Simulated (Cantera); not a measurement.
Feed: 1 mol FeS2, 0.13 mol SO2, 2.8 mol O2, held at 10.0 mbar.

Cantera equilibrium calculation (NASA polynomials, part measured and part estimated; ideal gas, pure solids and liquids). Candidate condensed phases: Fe, FeO, FeS, FeSO4, FeS2, Fe2O3, Fe2(SO4)3, Fe3O4, S; 12 gas species. Equilibrium is a limit: real reactors are often held back by kinetics, nucleation or transport.

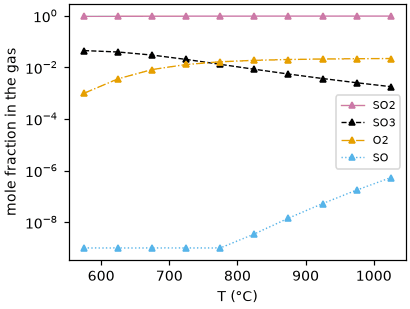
Figure. Equilibrium gas composition (values under 1e-9 drawn at 1e-9)

Task: Read off the mole fractions at 1025 °C.

Result: SO2 about 0.98, O2 about 0.022, SO3 about 0.0018, SO about 5.3e-7.
